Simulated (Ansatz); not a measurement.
**One crystal, many levels of theory: Cs2AgSbBr6 (Fm-3m)**

Wanted: a ladder of band gaps for Cs2AgSbBr6 (Fm-3m), from density functionals to G0W0.

Calculated with Ansatz 0.2.0; density functionals, hybrids and G0W0, plane waves, PAW.

**Experimental background.**

- Gap 2.18 eV: indirect optical gap from Tauc plot; photothermal deflection spectroscopy; film (solution-processed film on quartz, about 200 nm thick) (“Bandgap Lowering in Mixed Alloys of Cs2Ag(SbxBi1-x)Br6 Double Perovskite Thin Films”, 2020, arxiv:2007.00388).

This is a report of a sequence of runs, with most program output left out.

In doubt: one-shot GW on d or f shells is unsure (steps 6, 7, 8, 9), so the values of those runs are not to be relied on; masses and optical values from hybrid runs of this build are listed as unsure (steps 7, 8), which bears on the screening that GW takes from such a start.

### Step 1. The structure

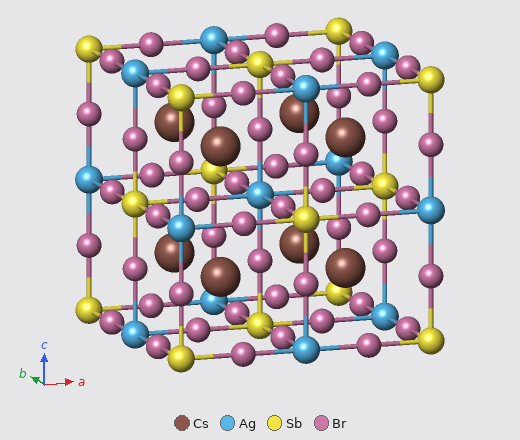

The starting structure, seen slightly off an axis (caesium brown, silver blue, antimony yellow, bromine pink). This picture shows the conventional cell, with its axes. Some periodic images of atoms are drawn too.

The cell and positions are those that the Materials Project relaxed with its own functionals (PBE, PBE+U or r2SCAN), kept fixed. Spin-orbit coupling is left out unless a step names it. The default PAW set here is soft_2. Its files were made with PBE.

### Step 2. r2SCAN on the 4×4×4 mesh

Levels along a band path and on the mesh show where this functional puts the band edges.

This step: DFT, r2SCAN, plane waves, PAW.

The input, input.yaml:

```yaml
crystal:
  lattice:
    - [0.0, 5.689253, 5.689253]
    - [5.689253, 0.0, 5.689253]
    - [5.689253, 5.689253, 0.0]
  atoms:
    - { symbol: Cs, position: [0.75, 0.75, 0.75] }
    - { symbol: Cs, position: [0.25, 0.25, 0.25] }
    - { symbol: Ag, position: [0.5, 0.5, 0.5] }
    - { symbol: Sb, position: [0.0, 0.0, 0.0] }
    - { symbol: Br, position: [0.751554, 0.248446, 0.248446] }
    - { symbol: Br, position: [0.248446, 0.248446, 0.751554] }
    - { symbol: Br, position: [0.248446, 0.751554, 0.751554] }
    - { symbol: Br, position: [0.248446, 0.751554, 0.248446] }
    - { symbol: Br, position: [0.751554, 0.248446, 0.751554] }
    - { symbol: Br, position: [0.751554, 0.751554, 0.248446] }
kpoints:
  mp_grid: { grid: [4, 4, 4] }
  band_path:
    path:
      - [[0.0, 0.0, 0.0], [0.5, 0.0, 0.5], [0.625, 0.25, 0.625]]
      - [[0.375, 0.375, 0.75], [0.0, 0.0, 0.0], [0.5, 0.5, 0.5], [0.5, 0.25, 0.75], [0.5, 0.0, 0.5]]
    npoints: 10
hamiltonian:
  xc: r2scan
scf:
  occupations: { method: fermi_dirac, width: 0.02 }
  n_extra_bands: 7
output:
  eigenvalues: true
```

Run with:

```sh
$ ansatz run input.yaml --threads 16 --pin off --max-ram 82944MiB --backend cuda --events-out ev --progress --plain --runs-dir out --devices 1 --max-vram 78GiB
```

Run time: 2.5 s. Hardware: 1 × NVIDIA GB200 (shared by 2 runs) with 16 threads of Arm Neoverse V2, shared host; peak memory 1.6 GiB; 8.4 s of CPU time.

This step gave:

| Quantity | Value |
| --- | --- |
| filled bands | 47 |
| gap | 1.207 eV |
| valence top at | X |
| conduction bottom at | L |
| least direct gap | 2.218 eV |

Over mesh and path the gap is 1.207 eV, from k = (0.500, 0.000, 0.500) to k = (0.500, 0.500, 0.500). The least direct gap found is 2.218 eV, at k = (0.500, 0.400, 0.600).

### Step 3. r2SCAN+SOC on the 4×4×4 mesh

This run has two-component orbitals with spin-orbit coupling.

This step: DFT, r2SCAN with spin-orbit coupling, plane waves, PAW.

input.yaml, the sections that differ from step 2:

```yaml
kpoints:
  mp_grid: { grid: [4, 4, 4] }
  band_path:
    path:
      - [0.0, 0.0, 0.0]
      - [0.5, 0.0, 0.5]
      - [0.625, 0.25, 0.625]
      - [0.375, 0.375, 0.75]
      - [0.5, 0.5, 0.5]
      - [0.5, 0.25, 0.75]
      - [0.5, 0.4, 0.6]
    npoints: 1
scf:
  occupations: { method: fermi_dirac, width: 0.02 }
  n_extra_bands: 14
magnetization:
  noncollinear: true
  spin_orbit: true
# crystal, hamiltonian, output: as in step 2
```

The job ended after 2.2 s (1 × NVIDIA GB200 (shared by 2 runs) with 16 threads; peak memory 2.1 GiB; 11 s of CPU time).

This step gave:

```
gap                  : 1.169 eV
valence top at       : X
conduction bottom at : L
least direct gap     : 2.163 eV
```

Over mesh and listed points the gap is 1.169 eV, from k = (0.500, 0.000, 0.500) to k = (0.500, 0.500, 0.500). The least direct gap found is 2.163 eV, at k = (0.500, 0.400, 0.600). r2SCAN+SOC against r2SCAN: 1.169 − 1.207 = −0.038 eV, with the same mesh, set of files (read in its fully relativistic form for the spin-orbit run) and cutoff, and both edges at the same k points. The spin-orbit run sees mesh and listed points alone, so its gap is an upper bound: the coupling can move an edge off these points, and the change over the zone, its sign included where it is small, is not known.

### Step 4. HSE06 on the 2×2×2 mesh

HSE06 mixes in a quarter of exact exchange at short range.

This step: DFT, HSE06, plane waves, PAW.

Changes to input.yaml since step 3:

```diff
@@ -17,3 +17,3 @@
 kpoints:
-  mp_grid: { grid: [4, 4, 4] }
+  mp_grid: { grid: [2, 2, 2] }
   band_path:
@@ -29,9 +29,6 @@
 hamiltonian:
-  xc: r2scan
+  xc: hse06
 scf:
-  occupations: { method: fermi_dirac, width: 0.02 }
-  n_extra_bands: 14
-magnetization:
-  noncollinear: true
-  spin_orbit: true
+  occupations: { method: fixed }
+  n_extra_bands: 7
 output:
```

It took 5.7 s on 1 × NVIDIA GB200 (shared by 2 runs) with 16 threads; peak memory 1.4 GiB.

This step gave:

| Property | Result |
| --- | --- |
| gap | 1.668 eV |
| valence top at | X |
| conduction bottom at | L |
| least direct gap | 2.692 eV |
| exact-exchange fraction | 0.25 |

Over mesh and listed points the gap is 1.668 eV, from k = (0.500, 0.000, 0.500) to k = (0.500, 0.500, 0.500). The least direct gap found is 2.692 eV, at k = (0.500, 0.400, 0.600). HSE06 against r2SCAN: 1.668 − 1.207 = +0.461 eV. The runs also differ in mesh (4×4×4 and 2×2×2) and plane-wave cutoff (500 eV and 420 eV), so how much of this comes from the functional alone is not known.

### Step 5. HSE06+SOC on the 2×2×2 mesh

This step: DFT, HSE06 with spin-orbit coupling, plane waves, PAW.

Changes to input.yaml since step 4:

```diff
@@ -32,3 +32,6 @@
   occupations: { method: fixed }
-  n_extra_bands: 7
+  n_extra_bands: 14
+magnetization:
+  noncollinear: true
+  spin_orbit: true
 output:
```

Wall time 17 s (1 × NVIDIA GB200 (shared by 2 runs) with 16 threads); peak memory 2.6 GiB.

Numbers from this step:

```yaml
gap: 1.622 eV
valence_top_at: X
conduction_bottom_at: L
least_direct_gap: 2.627 eV
exact_exchange_fraction: 0.25
```

Over mesh and listed points the gap is 1.622 eV, from k = (0.500, 0.000, 0.500) to k = (0.500, 0.500, 0.500). The least direct gap found is 2.627 eV, at k = (0.500, 0.400, 0.600). HSE06+SOC against HSE06: 1.622 − 1.668 = −0.046 eV, with the same mesh, set of files (read in its fully relativistic form for the spin-orbit run) and cutoff, and both edges at the same k points. The spin-orbit run sees mesh and listed points alone, so its gap is an upper bound: the coupling can move an edge off these points, and the change over the zone, its sign included where it is small, is not known.

### Step 6. G0W0@r2SCAN, 4×4×4 mesh, 5242 empty bands, screening to 340 eV, hard PAW files

G0W0 replaces the xc potential by a self-energy built once from the orbitals of the start. Levels are corrected in the window of bands that the input names, at points of the mesh.

This step: G0W0 on r2SCAN, plane waves, PAW.

Changes to input.yaml since step 5:

```diff
@@ -17,22 +17,13 @@
 kpoints:
-  mp_grid: { grid: [2, 2, 2] }
-  band_path:
-    path:
-      - [0.0, 0.0, 0.0]
-      - [0.5, 0.0, 0.5]
-      - [0.625, 0.25, 0.625]
-      - [0.375, 0.375, 0.75]
-      - [0.5, 0.5, 0.5]
-      - [0.5, 0.25, 0.75]
-      - [0.5, 0.4, 0.6]
-    npoints: 1
+  mp_grid: { grid: [4, 4, 4] }
 hamiltonian:
-  xc: hse06
+  xc: r2scan
+  pseudopotentials: { kind: paw, source: ansatz }
 scf:
   occupations: { method: fixed }
-  n_extra_bands: 14
-magnetization:
-  noncollinear: true
-  spin_orbit: true
-output:
-  eigenvalues: true
+gw:
+  n_empty_bands: 5242
+  ecut_chi: 340.0
+  qp_bands: [v3, c3]
+  qp_kpoints: band_edges
+  screening: { model: contour_deformation }
```

Run time: 15 min. Hardware: 1 × NVIDIA GB200 (shared by 2 runs) with 16 threads; peak memory 30 GiB; 21 min of CPU time.

This step gave:

* bands summed: 5322
* RPA ε∞ on this mesh (eigenvalues): 4.407, 4.407, 4.407
* plane waves in the screening matrix: 5209
* G0W0 gap over the corrected points: 2.083 eV
* k of the valence top: 0, -0.5, -0.5
* k of the conduction bottom: 0, 0, -0.5
* starting gap on the mesh: 1.205 eV
* Z at the valence top: 0.7619
* Z at the conduction bottom: 0.7868
* least direct G0W0 gap over the corrected points: 3.256 eV

Over all 8 irreducible mesh points the G0W0 gap is 2.083 eV, from k = (0.000, -0.500, -0.500) to k = (0.000, 0.000, -0.500). The r2SCAN gap of this run on the mesh is 1.205 eV. The two states that bound the G0W0 gap lie that far apart at the start, so the correction of the gap is 2.083 − 1.205 = +0.878 eV.

### Step 7. G0W0@HSE06, 4×4×4 mesh, 1536 empty bands, screening to 150 eV, hard PAW files

This step: G0W0 on HSE06, plane waves, PAW.

Changes to input.yaml since step 6:

```diff
@@ -19,3 +19,3 @@
 hamiltonian:
-  xc: r2scan
+  xc: hse06
   pseudopotentials: { kind: paw, source: ansatz }
@@ -24,4 +24,4 @@
 gw:
-  n_empty_bands: 5242
-  ecut_chi: 340.0
+  n_empty_bands: 1536
+  ecut_chi: 150.0
   qp_bands: [v3, c3]
```

The job ended after 5.6 min (1 × NVIDIA GB200 (shared by 2 runs) with 16 threads; peak memory 11 GiB).

This step gave:

| Property | Result |
| --- | --- |
| bands summed | 1616 |
| RPA ε∞ on this mesh (eigenvalues) | 3.872, 3.872, 3.872 |
| plane waves in the screening matrix | 1471 |
| G0W0 gap over the corrected points | 2.243 eV |
| k of the valence top | 0, -0.5, -0.5 |
| k of the conduction bottom | 0, 0, -0.5 |
| starting gap on the mesh | 1.655 eV |
| Z at the valence top | 0.7868 |
| Z at the conduction bottom | 0.8062 |
| least direct G0W0 gap over the corrected points | 3.456 eV |

Over all 8 irreducible mesh points the G0W0 gap is 2.243 eV, from k = (0.000, -0.500, -0.500) to k = (0.000, 0.000, -0.500). The HSE06 gap of this run on the mesh is 1.655 eV. The two states that bound the G0W0 gap lie that far apart at the start, so the correction of the gap is 2.243 − 1.655 = +0.588 eV. G0W0@HSE06 against G0W0@r2SCAN with 1616 bands (a further run, in the table below): 2.243 − 1.973 = +0.270 eV, with the same mesh, files and cutoffs, and both edges at the same k points.

### Step 8. G0W0@PBE0, 4×4×4 mesh, 1536 empty bands, screening to 150 eV, hard PAW files

This step: G0W0 on PBE0, plane waves, PAW.

Changes to input.yaml since step 7:

```diff
@@ -19,3 +19,3 @@
 hamiltonian:
-  xc: hse06
+  xc: pbe0
   pseudopotentials: { kind: paw, source: ansatz }
```

Wall time 5.6 min (1 × NVIDIA GB200 (shared by 2 runs) with 16 threads); peak memory 11 GiB.

This step gave:

| Quantity | Value |
| --- | --- |
| bands summed | 1616 |
| RPA ε∞ on this mesh (eigenvalues) | 3.530, 3.530, 3.530 |
| plane waves in the screening matrix | 1471 |
| G0W0 gap over the corrected points | 2.446 eV |
| k of the valence top | 0, -0.5, -0.5 |
| k of the conduction bottom | 0, 0, -0.5 |
| starting gap on the mesh | 2.276 eV |
| Z at the valence top | 0.8039 |
| Z at the conduction bottom | 0.8218 |
| least direct G0W0 gap over the corrected points | 3.670 eV |

Over all 8 irreducible mesh points the G0W0 gap is 2.446 eV, from k = (0.000, -0.500, -0.500) to k = (0.000, 0.000, -0.500). The PBE0 gap of this run on the mesh is 2.276 eV. The two states that bound the G0W0 gap lie that far apart at the start, so the correction of the gap is 2.446 − 2.276 = +0.170 eV. G0W0@PBE0 against G0W0@HSE06 with 1616 bands: 2.446 − 2.243 = +0.203 eV, with the same mesh, files and cutoffs, and both edges at the same k points.

### Step 9. G0W0@LDA, 4×4×4 mesh, 1536 empty bands, screening to 150 eV, hard PAW files

This step: G0W0 on LDA, plane waves, PAW.

Changes to input.yaml since step 8:

```diff
@@ -19,3 +19,3 @@
 hamiltonian:
-  xc: pbe0
+  xc: lda
   pseudopotentials: { kind: paw, source: ansatz }
```

It took 64 s on 1 × NVIDIA GB200 (shared by 2 runs) with 16 threads; peak memory 9.3 GiB.

Numbers from this step:

| Quantity | Value |
| --- | --- |
| bands summed | 1616 |
| RPA ε∞ on this mesh (eigenvalues) | 5.558, 5.558, 5.558 |
| plane waves in the screening matrix | 1471 |
| G0W0 gap over the corrected points | 1.702 eV |
| k of the valence top | 0, -0.5, -0.5 |
| k of the conduction bottom | 0, 0, -0.5 |
| starting gap on the mesh | 0.7618 eV |
| Z at the valence top | 0.7415 |
| Z at the conduction bottom | 0.7689 |
| least direct G0W0 gap over the corrected points | 2.899 eV |

Over all 8 irreducible mesh points the G0W0 gap is 1.702 eV, from k = (0.000, -0.500, -0.500) to k = (0.000, 0.000, -0.500). The LDA gap of this run on the mesh is 0.762 eV. The two states that bound the G0W0 gap lie that far apart at the start, so the correction of the gap is 1.702 − 0.762 = +0.940 eV. G0W0@LDA against G0W0@PBE0 with 1616 bands: 1.702 − 2.446 = −0.744 eV, with the same mesh, files and cutoffs, and both edges at the same k points.

[end of part 1 of 2]

[Paths, hosts, dates, memory and timing lines, banners, echoed tables and standing remarks are left out of the program output.]

[Logs are printed without paths, hosts, clocks, repeated set-up lines and the standing remarks that a program may print on its own settings, such as how far it seeks lower states.]

[Runs of the session that timed out or met a known fault of the program may be left out.]

[Cells called generated may have been cut or substituted from an entry of the Crystallography Open Database or the Materials Project.]

[Hosts, paths, dates, database ids (printed as entryN), source tags and the programs' standing remarks are cut or masked in the printed files.]

[Where an RPA ε∞ is given, it is that of the G0W0 mesh and is not shown converged in it. Names of k-points follow the symmetry that the program found, which can be lower than the space group named. Band edges on a path are those of the sampled points; other points can move an edge, and change direct to indirect where valleys lie close.]

[Hybrid gaps are those of their k-mesh and are not shown converged in it.]
